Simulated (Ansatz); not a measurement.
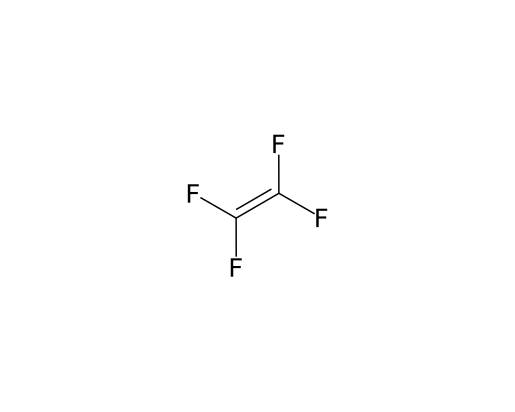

Structural formula above. Computed geometry: PBE-D4/def2-SVP optimisation. No frequency run is at hand to confirm it as a minimum.

What does the molecule look like in three dimensions?

It has 6 atoms: 2 carbon and 4 fluorine (C₂F₄). SMILES: `FC(F)=C(F)F`. It has no ring. Among its groups: alkene, C–F bond. This geometry has D2h symmetry. All atoms lie on one plane. Coordination: 2 C trigonal planar.

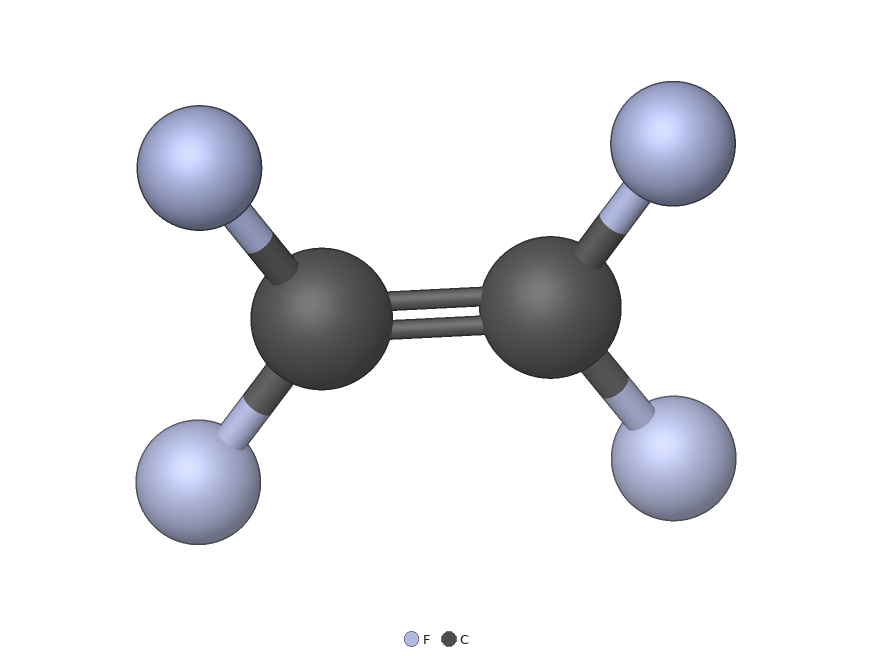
